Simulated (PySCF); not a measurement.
# B2H4SSi (SMILES B[SiH]1BS1), step by step

Wanted: a structure relaxation (HF/6-311G*), then vibrational wavenumbers, then a single-point energy (DF-CCSD(T)/pcseg-0), then the vertical excitations (TDA-mPW1K/ccECP-cc-pVDZ) of B2H4SSi. Input form: a Python script.

The results are computed with PySCF 2.14.0.

## Step 1: The molecule

B2H4SSi has 8 atoms, charge 0, and is taken as a singlet. As SMILES, `B[SiH]1BS1`. The shape comes from a force field and isn't a relaxed structure. The run starts from this shape.

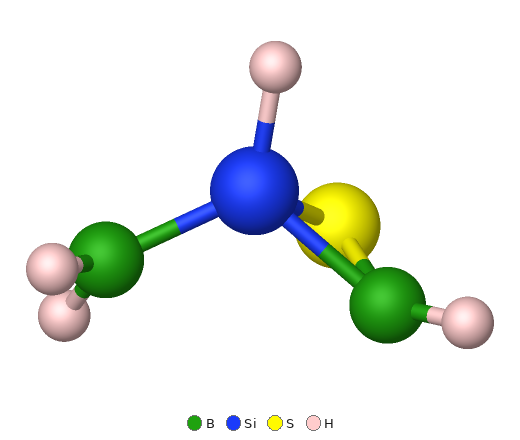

Viewed from a chosen angle; boron green, silicon blue, sulfur yellow, hydrogen pink.

## Step 2: A geometry optimisation at HF/6-311G(d) (max memory mb 1860) (run 1)

input.py reads:

```python
# B[SiH]1BS1
from pyscf import gto, scf
from pyscf.geomopt.geometric_solver import kernel as optimise

mol = gto.Mole()
mol.atom = '''
B       -0.329600       1.537100      -0.108900
Si       0.595500      -0.092900      -0.224000
B       -0.372200      -1.653500       0.587100
S       -0.295300      -1.417700      -1.353700
H       -0.112500       2.354400       0.708600
H       -1.357300       1.743900      -0.766200
H        2.085500      -0.142700      -0.389600
H       -0.121900      -2.385700       1.490800
'''
mol.verbose = 4
mol.basis = '6-311g*'
mol.max_memory = 1860
mol.spin = 0
mol.charge = 0
mol.build()

mf = scf.RHF(mol)
converged, mol_eq = optimise(mf, maxsteps=100)
print('converged:', converged)
print(mol_eq.tostring())

mf.reset(mol_eq)
mol = mol_eq
mf.kernel()
etot = mf.e_tot
print('E = %.10f Eh' % etot)
```

Started as:

```bash
$ OMP_NUM_THREADS=1 python input.py
```

Log:

```text
PySCF version 2.14.0

[... 76 lines left out ...]
> Convergence Criteria:
[... 69 lines left out ...]
converged SCF energy = -738.085355918892
[... 141 lines left out ...]
converged SCF energy = -738.141062592948
[... 200 lines left out ...]
converged SCF energy = -738.145768362638
[... 201 lines left out ...]
converged SCF energy = -738.146274946839
[... 192 lines left out ...]
converged SCF energy = -738.146489308856
[... 192 lines left out ...]
converged SCF energy = -738.146579157565
[... 182 lines left out ...]
converged SCF energy = -738.146584542732
[... 66 lines left out ...]
converged SCF energy = -738.146584542738
E = -738.1465845427 Eh
```

Run time: 2.3 min. Hardware: 1 thread of Intel Xeon Platinum 8375C at 2.90GHz (Ice Lake), shared host; peak memory 0.23 GiB.

The path in brief:

| step | energy from the first frame kept (eV) | largest force (eV/Å) |
| --- | --- | --- |
| 0 | 0.0000 | 5.4420 |
| 1 | -1.0638 | 2.4687 |
| 2 | -1.5159 | 1.4503 |
| 3 | -1.5834 | 0.7006 |
| 4 | -1.6013 | 0.7361 |
| 5 | -1.6439 | 0.5682 |
| 6 | -1.6545 | 0.4130 |
| 7 | -1.6412 | 0.3939 |
| 8 | -1.6577 | 0.1508 |
| 9 | -1.6615 | 0.0670 |
| 10 | -1.6629 | 0.0406 |
| 11 | -1.6635 | 0.0526 |
| 12 | -1.6645 | 0.0702 |
| 13 | -1.6654 | 0.0615 |
| 14 | -1.6660 | 0.0435 |
| 15 | -1.6661 | 0.0167 |
| 16 | -1.6661 | 0.0031 |
| 17 | -1.6661 | 0.0019 |

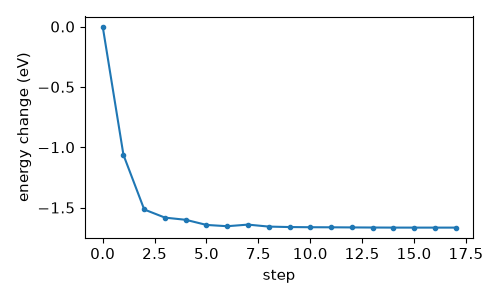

Energy along the run.

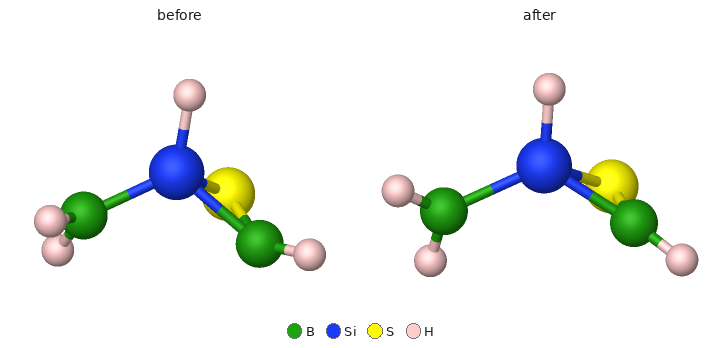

Before and after, at one scale.

After the run. Bond lengths: B1–Si2 2.016 Å, Si2–B3 1.962 Å, Si2–S4 2.193 Å, B3–S4 1.769 Å, B1–H5 1.191 Å, B1–H6 1.189 Å, Si2–H7 1.473 Å, B3–H8 1.179 Å. Some angles: B1–Si2–B3 122.8°, B1–Si2–S4 116.4°, B3–Si2–S4 50.0°, Si2–B3–S4 71.8°, Si2–S4–B3 58.2°, B1–Si2–H7 116.8°, B3–Si2–H7 119.0°, S4–Si2–H7 112.0°, Si2–B1–H5 121.1°, Si2–B1–H6 120.1°.

## Step 3: Vibrational wavenumbers at HF/6-311G(d) (max memory mb 1860) (run 2)

calc.py reads:

```python
# B[SiH]1BS1
import numpy
from pyscf import gto, symm
from pyscf.hessian import thermo

molecule = gto.M(
    atom='''
B       -0.442783       2.316641       0.372499
Si       0.580718       0.580275       0.348179
B       -0.200029      -1.121788       0.934381
S       -0.292059      -1.049921      -0.830707
H        0.072949       3.329013       0.730071
H       -1.592624       2.336228       0.068755
H        2.039344       0.672347       0.167464
H       -0.515140      -1.921823       1.741369
''',
    spin=0,
    max_memory=1860,
    basis='6-311g*',
    charge=0,
    verbose=4,
)

myscf = molecule.RHF()
myscf.kernel()

e_final = myscf.e_tot
print('E(%s) = %.9f' % ('HF', e_final))
hess = myscf.Hessian().kernel()
modes = thermo.harmonic_analysis(molecule, hess)
print('frequencies (1/cm)', numpy.round(modes['freq_wavenumber'], 1))
symm.geom.TOLERANCE = 1e-3  # for the symmetry number
th = thermo.thermo(myscf, modes['freq_au'], 298.15, 101325)
thermo.dump_thermo(molecule, th)
```

Started as:

```bash
$ OMP_NUM_THREADS=1 python calc.py
```

Log:

```text
PySCF version 2.14.0

[... 66 lines left out ...]
converged SCF energy = -738.146584542722
[... 17 lines left out ...]
Gibbs free energy [Eh] -738.13051
```

Wall time 86 s (1 thread of Intel Xeon Platinum 8375C at 2.90GHz (Ice Lake), shared host); peak memory 0.23 GiB.

## Step 4: A single-point energy at DF-CCSD(T)/pcseg-0 (density fitting with def2-universal-jkfit, max memory mb 1860) (run 3)

mol.xyz reads:

```xyz
8
B2H4SSi
B     -0.387555     1.666882    -0.075990
Si     0.635946    -0.069484    -0.100310
B     -0.144801    -1.771547     0.485892
S     -0.236831    -1.699680    -1.279196
H      0.128177     2.679254     0.281582
H     -1.537396     1.686469    -0.379734
H      2.094572     0.022588    -0.281025
H     -0.459912    -2.571582     1.292880
```

run.py reads:

```python
from pyscf import gto, cc

mol = gto.Mole()
mol.atom = 'mol.xyz'
mol.verbose = 4
mol.spin = 0
mol.basis = 'pcseg-0'
mol.max_memory = 1860
mol.build()

mf = mol.RHF()
mf = mf.density_fit(auxbasis='def2-universal-jkfit')
mf.kernel()

mycc = cc.CCSD(mf).density_fit()
mycc.kernel()
e_t = mycc.ccsd_t()
energy = mycc.e_tot + e_t
print('E = %.10f Eh' % energy)
```

Started as:

```bash
$ OMP_NUM_THREADS=1 python run.py
```

Log:

```text
PySCF version 2.14.0

[... 65 lines left out ...]
converged SCF energy = -737.062255510946
[... 24 lines left out ...]
WARN: Even tempered Gaussians are generated as DF auxbasis for  B S Si H
[... 1 line left out ...]
Init t2, MP2 energy = -737.304541169392  E_corr(MP2) -0.242285658446512
[... 15 lines left out ...]
RCCSD converged
[... 2 lines left out ...]
E = -737.3525044889 Eh
```

Wall time 7.5 s (1 thread of Intel Xeon Platinum 8375C at 2.90GHz (Ice Lake), shared host); peak memory 0.22 GiB.

## Step 5: The vertical excitations at TDA-mPW1K/ccECP-cc-pVDZ (density fitting, core potential, max memory mb 1860, spin of roots singlet) (run 4)

input.py reads:

```python
# B[SiH]1BS1
from pyscf import gto, dft, tdscf
from pyscf import df

system = gto.Mole()
system.atom = '''
B   -0.387555   1.666882  -0.075990
Si   0.635946  -0.069484  -0.100310
B   -0.144801  -1.771547   0.485892
S   -0.236831  -1.699680  -1.279196
H    0.128177   2.679254   0.281582
H   -1.537396   1.686469  -0.379734
H    2.094572   0.022588  -0.281025
H   -0.459912  -2.571582   1.292880
'''
system.max_memory = 1860
system.spin = 0
system.ecp = 'ccecp'
system.basis = 'ccecp-cc-pvdz'
system.verbose = 3
system.charge = 0
system.build()

myscf = dft.RKS(system, xc='mpw1k')
myscf = myscf.density_fit(auxbasis=df.aug_etb(system, beta=2.0))
myscf.kernel()

energy = myscf.e_tot
print('Final energy', energy)

td = myscf.TDA()
td.nstates = 5
td.kernel()
td.analyze()
roots = td.e * 27.211386
osc = td.oscillator_strength()
print('state   eV      nm      f')
for i, (w, f) in enumerate(zip(roots, osc), 1):
    print('%3d %9.4f %8.1f %9.5f' % (i, w, 1239.842 / w, f))
```

Started as:

```bash
$ OMP_NUM_THREADS=1 python input.py
```

Log:

```text
converged SCF energy = -22.0578055768379
Final energy -22.057805576837865
Excitation energies (eV)
[3.91724765 4.23139519 4.67617498 5.51521183 5.70154715]

** Singlet excitation energies and oscillator strengths **
state   eV      nm      f
  1    3.9172    316.5   0.04002
  2    4.2314    293.0   0.00908
  3    4.6762    265.1   0.15695
  4    5.5152    224.8   0.00525
  5    5.7015    217.5   0.00209
```

Run time: 40 s. Hardware: 1 thread of Intel Xeon Platinum 8375C at 2.90GHz (Ice Lake), shared host; peak memory 0.46 GiB.

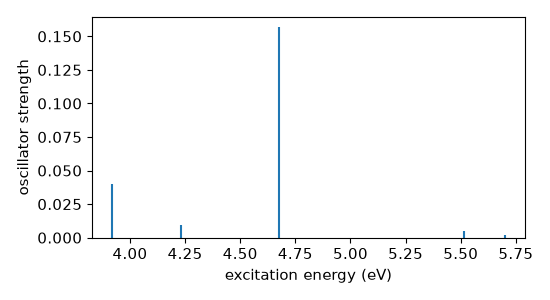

Vertical excitations as sticks.

The roots found:

| excited state | energy (eV) | strength |
| --- | --- | --- |
| 1 | 3.917 | 0.0400 |
| 2 | 4.231 | 0.0091 |
| 3 | 4.676 | 0.1570 |
| 4 | 5.515 | 0.0053 |
| 5 | 5.702 | 0.0021 |

## Step 6: Outcome

| quantity | value |
| --- | --- |
| run 1, HF/6-311G*: total energy at the end | -738.14658 Eh |
| run 1, HF/6-311G*: dipole moment | 1.88 D |
| run 1, HF/6-311G*: HOMO energy | -9.46 eV |
| run 1, HF/6-311G*: LUMO energy | 0.67 eV |
| run 1, HF/6-311G*: HOMO–LUMO gap | 10.13 eV |
| run 2, HF/6-311G*: lowest harmonic wavenumber | 138 cm⁻¹ |
| run 2, HF/6-311G*: highest harmonic wavenumber | 2803 cm⁻¹ |
| run 2, HF/6-311G*: zero-point energy | 118.6 kJ/mol |
| run 2, HF/6-311G*: ideal-gas entropy at 298.15 K (symmetry number 1 as used) | 75.3 cal/(mol K) |
| run 3, DF-CCSD(T)/pcseg-0: total energy | -737.35250 Eh |
| run 3, DF-CCSD(T)/pcseg-0: dipole moment (Hartree–Fock density) | 2.63 D |
| run 3, DF-CCSD(T)/pcseg-0: HOMO energy (Hartree–Fock orbitals) | -9.82 eV |
| run 3, DF-CCSD(T)/pcseg-0: LUMO energy (Hartree–Fock orbitals) | 0.47 eV |
| run 3, DF-CCSD(T)/pcseg-0: HOMO–LUMO gap (Hartree–Fock orbitals) | 10.29 eV |
| run 3, DF-CCSD(T)/pcseg-0: correlation energy | -290.2 mEh |
| run 3, DF-CCSD(T)/pcseg-0: (T) correction | -10.05 mEh |
| run 3, DF-CCSD(T)/pcseg-0: T1 diagnostic | 0.016 |
| run 4, TDA-mPW1K/ccECP-cc-pVDZ: ground-state or mean-field energy | -22.05781 Eh |
| run 4, TDA-mPW1K/ccECP-cc-pVDZ: dipole moment (mPW1K Kohn–Sham density) | 1.19 D |
| run 4, TDA-mPW1K/ccECP-cc-pVDZ: HOMO energy (mPW1K Kohn–Sham orbitals) | -7.99 eV |
| run 4, TDA-mPW1K/ccECP-cc-pVDZ: LUMO energy (mPW1K Kohn–Sham orbitals) | -2.06 eV |
| run 4, TDA-mPW1K/ccECP-cc-pVDZ: HOMO–LUMO gap (mPW1K Kohn–Sham orbitals) | 5.93 eV |
| run 4, TDA-mPW1K/ccECP-cc-pVDZ: lowest singlet excitation energy | 3.92 eV |

The optimisation (run 1, HF/6-311G*) took 17 steps and changed the energy by -1.666 eV. All 18 modes are real, so the shape is a minimum at this level. Mulliken charges (run 2, HF/6-311G*) run from -0.31 on B1 to +0.52 on Si2; they depend strongly on the basis. The triples (run 3, DF-CCSD(T)/pcseg-0) make up 3.5 % of the correlation energy. The brightest of the 5 transitions from the ground state lies at 4.68 eV (265 nm, f = 0.157); the lowest, at 3.92 eV, has f = 0.040. Mulliken charges (run 4, TDA-mPW1K/ccECP-cc-pVDZ) of the mean-field density run from -0.23 on Si2 to +0.27 on B3; they depend strongly on the basis.
